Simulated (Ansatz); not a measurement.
# CH3 on Mg(0001), ontop start, 2x2 cell: photoemission fingerprints

Wanted: core-level shifts and unfolded surface bands for CH3 on Mg(0001), ontop start, 2x2 cell.

Method: DFT, PBE, plane-wave PAW, default files, scalar-relativistic, in Ansatz 0.2.0.

### 1. Set-up

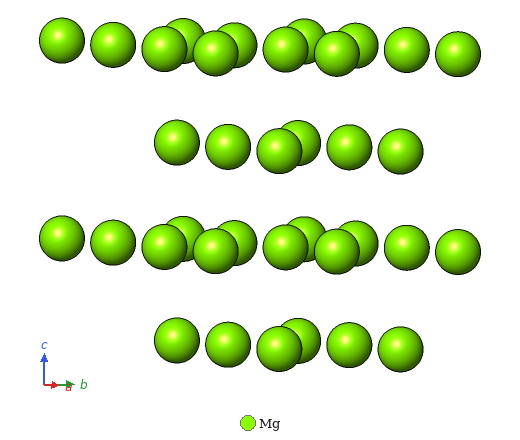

Start, viewed from the side, with the c axis up; magnesium green. 3×2×1 cells are drawn. Some periodic images of atoms are drawn too.

The cell holds 4 atoms: 4 Mg. Cell: a = 3.190 Å, b = 3.190 Å, c = 22.785 Å, α = 90.0°, β = 90.0°, γ = 60.0°. It derives from Mg. Vacuum lies along c.

Coordinates:

```cif
data_structure
_symmetry_space_group_name_H-M 'P 1'
_symmetry_Int_Tables_number 1
_cell_length_a 3.1900
_cell_length_b 3.1900
_cell_length_c 22.7850
_cell_angle_alpha 90.000
_cell_angle_beta 90.000
_cell_angle_gamma 60.000
_cell_volume 200.80
loop_
_atom_site_label
_atom_site_type_symbol
_atom_site_fract_x
_atom_site_fract_y
_atom_site_fract_z
_atom_site_occupancy
Mg1 Mg 0.00000 0.00000 0.67084 1
Mg2 Mg 0.66667 0.66667 0.55695 1
Mg3 Mg 0.00000 0.00000 0.44305 1
Mg4 Mg 0.66667 0.66667 0.32916 1
```

### 2. The clean face

The clean face is the reference for what the added atoms change.

Contents of input.yaml:

```yaml
crystal:
  lattice:
    - [3.19, 0.0, 0.0]
    - [1.595, 2.7626210381, 0.0]
    - [0.0, 0.0, 22.785]
  atoms:
    - { symbol: Mg, position: [0.0, 0.0, 0.670836076] }
    - { symbol: Mg, position: [0.666666667, 0.666666667, 0.556945359] }
    - { symbol: Mg, position: [0.0, 0.0, 0.443054641] }
    - { symbol: Mg, position: [0.666666667, 0.666666667, 0.329163924] }
kpoints:
  mp_grid: { grid: [18, 18, 1] }
scf:
  occupations: { method: fermi_dirac, width: 0.05 }
  n_extra_bands: 12
hamiltonian:
  xc: pbe
  pseudopotentials: { kind: paw }
output:
  forces: true
  write_potential: true
  volumetric_format: []
  dos:
    projected: true
    de: 0.05
    e_range: [-30, 12]
    method: { smearing: { sigma: 0.1, scheme: gaussian } }
efield:
  axis: 3
  dipole_correction: true
relax:
  f_tol: 0.03
  max_steps: 50
  constraints: [{ sites: [2, 3] }]
```

Command:

```sh
$ ansatz run input.yaml --threads 8 --pin off --max-ram 20480MiB --backend cpu --events-out ev --progress --plain --runs-dir out
```

Numbers of over 12 decimals in the logs are rounded to 6 here.

The log of the run:

```text
scf.n_extra_bands = 12 over 20 filled bands (N_el = 40.0): the run solves 32 bands
Engine: ansatz 0.2.0, aarch64-unknown-linux-gnu
Pseudopotentials: kind: paw
Pseudopotential: Mg, paw, valence charge 10, recommended cutoff 420 eV (normal), Mg.paw.azcp
Functional definition: PBE
  parameter kappa = 0.804
  parameter beta = 0.066725
  exchange = pbe_x(kappa = kappa, mu = beta*pi^2/3)
  correlation = pbe_c(beta = beta)
Crystal: 4 atoms, lattice volume = 200.799 Å³
Basis set: ecut = 420 eV, 3977 PW (Γ), exchange–correlation on 48×48×320 points (8 copies of the dense FFT grid, shifted against one another)
Bands: 32, of which v1, the nominal top of the filled ones, is band 20 counted from 1 (19 counted from 0)
Symmetry: 6 space group operations
k-points: 37 of 324 (time reversal used)
Non-local potential: Mg, projectors of the file, l = 0: 3, l = 1: 2, l = 2: 1
PAW form: soft (Blöchl's): semilocal exchange-correlation on the pseudo side does not see the compensation charge
PAW one-centre angular grid: Mg, 110 points (default); XC on 64 Gauss nodes
Initial density: superposition of atomic densities (neutral atoms: chi_scale 0, normalization atom), corrected by the library's trained network
Initial wavefunctions: pseudopotential atomic-orbital guess
Functional: x = pbe(κ = 0.804, μ = 0.219515), c = pbe(β = 0.066725)
SCF iter   1: F=—  HF=-7694.609255 eV  |F-HF|=—  |Δ(HF+E_count)|=         —  Δρ=7.13e-4  dr2=4.73e-3  ethr=1.77e-3  p=0.000 e·Å  D=2.50e-14 V/Å  ΔV_dip=-0.00 eV  dr2_dipole=4.46e-8  V_vac-E_F(+/−)=3.83/3.83 eV  ⟨swp⟩=6.4  Hψ=6165  notcnv=0  defer=62
efield: sawtooth ramp at fractional position 0.9500 (placed from the atoms, in the widest stretch of the axis that holds none; the zero of the levels goes with the place), width 0.1000; the density the first Hamiltonian is built on has a dipole p = 0.000 e·Å; the dipole correction subtracts the counter field D = 2.50e-14 V/Å, which shifts the + side's vacuum level by -0.00 eV against the − side's; the planar-averaged density in the ramp window peaks in size at 5.0e-5 e/Å³
preconditioner: auto → LDOS  [metal: Δε(μ)=0.086 eV  Ē_g=7.186 eV  σ=0.050 eV  W_gap=0.35  n_scr=14 (ndim 8)  ℏωp=7.4 eV  f_vac=0.481  D(μ)=1.95/eV (n_scr^D=8)  β→1.0]
SCF iter   2: F=—  HF=-7694.609484 eV  |F-HF|=—  |Δ(HF+E_count)|=   2.28e-4  Δρ=2.75e-4  dr2=3.71e-4  ethr=1.18e-5  p=-0.000 e·Å  D=-3.93e-6 V/Å  ΔV_dip=0.00 eV  dr2_dipole=2.84e-8  V_vac-E_F(+/−)=3.79/3.79 eV  ⟨swp⟩=2.0  Hψ=1850  notcnv=0  defer=164
SCF iter   3: F=—  HF=-7694.609467 eV  |F-HF|=—  |Δ(HF+E_count)|=   1.61e-5  Δρ=1.05e-4  dr2=5.28e-5  ethr=9.26e-7  p=0.000 e·Å  D=2.16e-7 V/Å  ΔV_dip=-0.00 eV  dr2_dipole=3.48e-9  V_vac-E_F(+/−)=3.77/3.77 eV  ⟨swp⟩=3.0  Hψ=1891  notcnv=0  defer=164
iter 4 did not close the SCF: its close was put off for the readings that it lacked (scf_convergence_deferred on its scf_iter line)
SCF iter   4: F=-7694.609465 eV  HF=-7694.609464 eV  |F-HF|=4.17e-7  |Δ(HF+E_count)|=   3.18e-6  Δρ=1.62e-5  dr2=1.03e-6  ethr=1.32e-7  p=0.000 e·Å  D=8.22e-7 V/Å  ΔV_dip=-0.00 eV  dr2_dipole=2.45e-10  V_vac-E_F(+/−)=3.76/3.76 eV  ⟨swp⟩=3.0  Hψ=1864  notcnv=0  defer=164
iter 5 did not close the SCF: its close was put off for the readings that it lacked (scf_convergence_deferred on its scf_iter line)
SCF iter   5: F=-7694.609465 eV  HF=-7694.609465 eV  |F-HF|=2.46e-8  |Δ(HF+E_count)|=   7.02e-7  Δρ=4.33e-6  dr2=6.75e-8  ethr=2.57e-9  p=0.000 e·Å  D=1.82e-7 V/Å  ΔV_dip=-0.00 eV  dr2_dipole=3.57e-12  V_vac-E_F(+/−)=3.76/3.76 eV  ⟨swp⟩=2.1  Hψ=1616  notcnv=0  defer=164
SCF iter   6: F=-7694.609465 eV  HF=-7694.609465 eV  |F-HF|=2.17e-9  |Δ(HF+E_count)|=  9.82e-11  Δρ=1.92e-6  dr2=4.50e-9  ethr=1.69e-10  p=-0.000 e·Å  D=-1.12e-8 V/Å  ΔV_dip=0.00 eV  dr2_dipole=1.85e-12  V_vac-E_F(+/−)=3.76/3.76 eV  ⟨swp⟩=11.4  Hψ=7279  notcnv=0
SCF 1 converged in 6 iterations: F = -7694.609465 eV  dr2 = 4.50e-9
  greatest PAW one-centre occupation: 1.000 electrons in one spin orbital (limit 2), on the Mg atom at site 1 (counted from 0), in its partial waves of l = 0
relax step   1: F+E_penalty+E_count = -7694.60946500 eV  Δ(F+E_penalty+E_count) = +0.000e0 eV  max|allowed force component| = 4.974e-2 eV/Å  Δτ_max = 0.0000 Å  (6 SCF iters, dr2 threshold 2.25e-5 eV, accepted)
Initial density: handed on by an earlier stage of this run
Initial wavefunctions: those handed on with the density
iter 1 solved again at ethr=6.86e-6 eV; its pass at ethr=3.10e-3 eV (dr2=2.74e-3 eV) is discarded
SCF iter   1: F=—  HF=-7694.610398 eV  |F-HF|=—  |Δ(HF+E_count)|=         —  Δρ=2.56e-4  dr2=9.58e-4  ethr=6.86e-6  p=0.000 e·Å  D=2.34e-7 V/Å  ΔV_dip=-0.00 eV  dr2_dipole=1.75e-5  V_vac-E_F(+/−)=3.76/3.76 eV  ⟨swp⟩=2.4  Hψ=3967  notcnv=0  defer=173
efield: sawtooth ramp at fractional position 0.9500 (handed on by an earlier solve), width 0.1000; the density the first Hamiltonian is built on has a dipole p = 0.000 e·Å; the dipole correction subtracts the counter field D = 2.34e-7 V/Å, which shifts the + side's vacuum level by -0.00 eV against the − side's; the planar-averaged density in the ramp window peaks in size at 6.9e-6 e/Å³
preconditioner: auto → LDOS  [metal: Δε(μ)=0.022 eV  Ē_g=7.142 eV  σ=0.050 eV  W_gap=0.11  n_scr=14 (ndim 8)  ℏωp=7.4 eV  f_vac=0.478  D(μ)=2.05/eV (n_scr^D=8)  β→1.0]
SCF iter   2: F=—  HF=-7694.610327 eV  |F-HF|=—  |Δ(HF+E_count)|=   7.11e-5  Δρ=9.33e-5  dr2=1.14e-4  ethr=2.39e-6  p=-0.000 e·Å  D=-1.40e-4 V/Å  ΔV_dip=0.00 eV  dr2_dipole=2.04e-5  V_vac-E_F(+/−)=3.76/3.76 eV  ⟨swp⟩=1.8  Hψ=1146  notcnv=0  defer=173
SCF iter   3: F=—  HF=-7694.610326 eV  |F-HF|=—  |Δ(HF+E_count)|=   1.20e-6  Δρ=2.59e-5  dr2=5.72e-6  ethr=2.86e-7  p=0.000 e·Å  D=5.43e-5 V/Å  ΔV_dip=-0.00 eV  dr2_dipole=2.21e-8  V_vac-E_F(+/−)=3.76/3.76 eV  ⟨swp⟩=2.0  Hψ=1203  notcnv=0  defer=173
SCF iter   4: F=—  HF=-7694.610326 eV  |F-HF|=—  |Δ(HF+E_count)|=   4.01e-7  Δρ=5.63e-6  dr2=2.48e-7  ethr=1.43e-8  p=0.000 e·Å  D=1.01e-4 V/Å  ΔV_dip=-0.00 eV  dr2_dipole=2.37e-9  V_vac-E_F(+/−)=3.76/3.76 eV  ⟨swp⟩=2.0  Hψ=1154  notcnv=0  defer=173
SCF iter   5: F=-7694.610326 eV  HF=-7694.610326 eV  |F-HF|=3.82e-9  |Δ(HF+E_count)|=   4.16e-8  Δρ=1.44e-6  dr2=7.47e-9  ethr=2.50e-10  p=0.000 e·Å  D=1.30e-4 V/Å  ΔV_dip=-0.00 eV  dr2_dipole=9.57e-10  V_vac-E_F(+/−)=3.76/3.76 eV  ⟨swp⟩=13.9  Hψ=7284  notcnv=0
SCF 2 converged in 5 iterations: F = -7694.610326 eV  dr2 = 7.47e-9
  greatest PAW one-centre occupation: 1.000 electrons in one spin orbital (limit 2), on the Mg atom at site 2 (counted from 0), in its partial waves of l = 0
relax step   2: F+E_penalty+E_count = -7694.61032568 eV  Δ(F+E_penalty+E_count) = -8.607e-4 eV  max|allowed force component| = 1.373e-2 eV/Å  Δτ_max = 0.0300 Å  (5 SCF iters, accepted)
NSCF: frozen V_eff on 37 k-points
the band table was solved once a step of the walk had ended and its energy, with any forces and stress, was formed, with the checks that follow a solve (6766 applications of the Hamiltonian). They found nothing against the state; the energy, forces and stress were not computed again (output.eigenvalues in the input reference)
WARN: The output density's exchange-correlation potential varies sharply where the density is thin. Do not read a vacuum level from v_tot or v_xc, or from such a field of the output density. On a cell that repeats whose density bears no net charge and no dipole along the vacuum's axis use v_es (v_loc + v_h of the components); under efield.dipole_correction with no amplitude use v_es + v_field, which holds any externa [...]
SCF converged after 5 iterations
Free energy (F): -7694.610326 eV
Harris-Foulkes:  -7694.610326 eV  (|F-HF|=3.82e-9)
Internal energy: -7694.593863 eV  (E = F + TS)
E sigma→0 (E₀):  -7694.602094 eV
Entropy (-TS):   -0.016463 eV (-4.116 meV/atom)
Fermi energy:    0.592899 eV
Dipole field:    D = 0.000172 V/Å  (p = 0.000190 e·Å, saw-weighted, corrected)
Work function:   Φ+ = 3.7569 eV   Φ− = 3.7608 eV
Levels:          The Fermi level and band energies are counted from a zero that moves with the ramp; work functions are not
--- Per-component energies (eV) ---
  E_band       = -1631.482532
  E_kinetic    = 297.877345
  E_local      = -25631.497571  (includes V_loc(G=0)·N_el)
  E_nonlocal   = 383.031332
  E_hartree    = 11788.987731
  E_xc         = -112.358809
  E_vxc        = -144.879235  (∫ρ·V_xc dr)
  E_paw        = -1170.506755  (= ΣΔE_a)
  E_vpaw       = -113.982695  (= ΣTr[D̂ρ^β])
  E_aug_tail   = -0.000014  (compensation charges beyond the density's cutoff)
  E_efield     = 0.000000  (sawtooth field / dipole correction)
  E_vefield    = -0.000057  (∫n·V_field dr)
  E_ewald      = 6749.872877
  E_smearing   = -0.016463  (= −TS)
  E_closure    = -0.000000  (closes the sum)
  Σ components = -7694.610326   (vs F -7694.610326, Δ=0.00e0)
--- Forces (eV/Å), atoms counted from 1 ---
  atom   1  Mg     0.00000000    -0.00000000     0.01373073
  atom   2  Mg    -0.00000000     0.00000000    -0.01101555
  atom   3  Mg     0.00000000    -0.00000000     0.04485270
  atom   4  Mg    -0.00000000     0.00000000    -0.04757125
  max |Σ_I F_I| component: 3.38e-6 eV/Å
--- Band table (eV; the first three rows and the last of 37) ---
  k-point 0: bands = [... 16 lower, -6.0067, -5.2160, -3.9274, -2.1723, -0.4125, 1.7848, 3.3578, 4.3668, ... 8 higher]
  k-point 1: bands = [... 16 lower, -5.9456, -5.1553, -3.8673, -2.1125, -0.3558, 1.8422, 3.4164, 4.4257, ... 8 higher]
  k-point 2: bands = [... 16 lower, -5.7626, -4.9735, -3.6872, -1.9334, -0.1855, 2.0136, 3.5914, 4.6018, ... 8 higher]
  k-point 36: bands = [... 16 lower, 0.2973, 0.3234, 0.3321, 1.0002, 1.0056, 1.0143, 2.1722, 2.8225, ... 8 higher]
--- Relaxed structure (2 steps of the walk, 2 accepted, 0 SCFs on fresh bases) ---
  F+E_penalty+E_count = -7694.61032568 eV   max|allowed force component| = 1.373e-2 eV/Å
  atoms:
    - { symbol: Mg, position: [0, 0.0, 0.672154] }
    - { symbol: Mg, position: [0.666667, 0.666667, 0.557087] }
    - { symbol: Mg, position: [0.0, 0.0, 0.443054641] }
    - { symbol: Mg, position: [0.666667, 0.666667, 0.329163924] }
```

It took 3.9 s on 8 threads of Arm Neoverse V2, shared host; peak memory 0.69 GiB.

Relaxation path:

| step | energy less that of the first step (eV) | largest force component (eV/Å) |
| --- | --- | --- |
| 1 | 0.0000 | 0.0497 |
| 2 | -0.0009 | 0.0137 |

Forces are held to the 6 operations that the run works with; a distortion that breaks them can't arise in this run.

The atoms that moved most (Å):

| atom | dx | dy | dz | length |
| --- | --- | --- | --- | --- |
| Mg1 | 0.000 | 0.000 | 0.030 | 0.030 |

Numbers from this step:

- free energy: -7694.6103 eV
- energy at zero smearing: -7694.6021 eV
- smearing term TS: 0.01646 eV
- Fermi energy: 0.5929 eV
- symmetry operations: 6
- zero of energy: Fermi level
- share of occupied states in no projected shell: 0.2668 of the occupied states in the window
- DOS at the Fermi level: 2.031 states/eV/cell
- work function, upper face: 3.757 eV
- work function, lower face: 3.760 eV

This run's widths, added to any smearing of the DOS itself: Gaussian 0.45 eV, Lorentzian 0.2 eV plus 0.08 an eV of depth. The intensity by binding energy, zero at the Fermi level; values in % of the maximum within 13 eV:

| binding energy (eV) | 21.2 eV | 100 eV | 1486.7 eV | 5414.7 eV | 8047.8 eV |
| --- | --- | --- | --- | --- | --- |
| -1 | 3.50 | 4.00 | 3.23 | 3.15 | 3.14 |
| 0 | 37.9 | 50.9 | 31.0 | 28.9 | 28.7 |
| 1 | 86.2 | 99.4 | 79.2 | 77.1 | 76.8 |
| 2 | 98.6 | 99.3 | 98.2 | 98.1 | 98.0 |
| 3 | 86.6 | 84.1 | 87.8 | 88.2 | 88.3 |
| 4 | 77.0 | 73.4 | 78.9 | 79.5 | 79.5 |
| 5 | 55.6 | 51.7 | 57.4 | 58.0 | 58.0 |
| 6 | 33.0 | 30.1 | 34.3 | 34.7 | 34.8 |
| 7 | 8.72 | 7.99 | 9.07 | 9.17 | 9.19 |
| 8 | 2.81 | 2.63 | 2.89 | 2.92 | 2.92 |

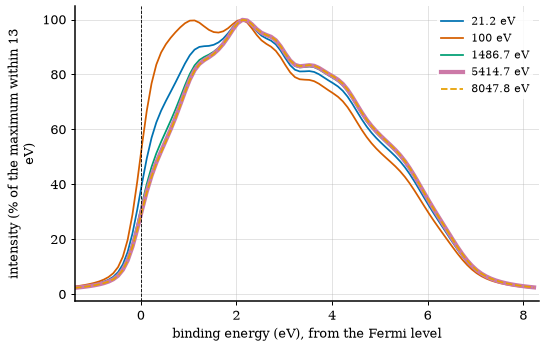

Intensity, plotted against binding energy.

The planar mean, electrostatic potential oscillates, so the rows of the table below give means over windows of 2.5 Å about each position, cut where the curve ends. Its maxima inside the range that stand out by 2 % of the span (Å: eV): 8.8: 0.937, 11.4: 0.989, 14.0: 1.01. Its minima: 7.5: -11.8, 10.1: -11.8, 12.7: -11.8, 15.4: -11.8.

From the Fermi level. Table of planar mean, electrostatic potential by z; means over each step:

| z (Å) | planar mean, electrostatic potential (eV) |
| --- | --- |
| 0.0 | 3.76 |
| 2.5 | 3.76 |
| 5.0 | 3.35 |
| 7.5 | -4.32 |
| 10.0 | -4.30 |
| 12.5 | -4.28 |
| 15.0 | -4.31 |
| 17.5 | 2.98 |
| 20.0 | 3.75 |
| 22.5 | 3.76 |

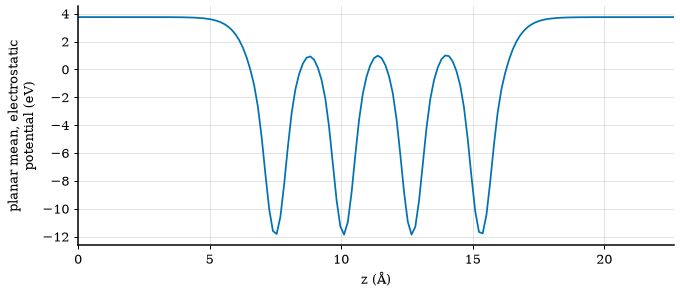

Planar mean, electrostatic potential, plotted against z.

The spectra weight each projected shell by its atomic cross section (Dirac–Hartree–Slater) and angular factor, for unpolarised light with the analyser at 90° from the beam. Broadening, on top of any smearing of the DOS itself: a Gaussian of 0.45 eV and a Lorentzian of 0.2 eV plus 0.08 times the binding energy (full widths), Fermi edge at 300 K. Each atom is damped by exp[−depth/(λ cos θ)], θ = 0° from the normal, λ from the universal curve. Curves are cut 10 eV under the photon energy, above any shell that the free atom's threshold puts out of reach, or at the lower edge of the window: 8.3 eV at 21.2 eV, 8.3 eV at 100 eV, 8.3 eV at 1486.7 eV, 8.3 eV at 5414.7 eV and 8.3 eV at 8047.8 eV. Dipole terms alone, which is rough above 3 keV; no background, satellites or final-state effects.

Share of each shell in the spectrum's area (%), by photon energy:

| shell | 21.2 eV | 100 eV | 1486.7 eV | 5414.7 eV | 8047.8 eV |
| --- | --- | --- | --- | --- | --- |
| Mg 3s | 93.1 | 84.3 | 98.0 | 99.5 | 99.6 |
| Mg 3p* | 6.9 | 15.7 | 2.0 | 0.5 | 0.4 |

At the Fermi level the DOS is 2.03 states/eV a cell.

[end of part 1 of 4]

[Logs are printed without paths, hosts, clocks, repeated set-up lines and the standing remarks that a program may print on its own settings, such as how far it seeks lower states.]

[Hosts, paths, dates, database ids (printed as entryN), source tags and the programs' standing remarks are cut or masked in the printed files.]

[Maps of the electrostatic potential energy from Ansatz leave out the sawtooth potential of an applied field or a dipole correction, so their vacuum need not be flat; work functions include it.]
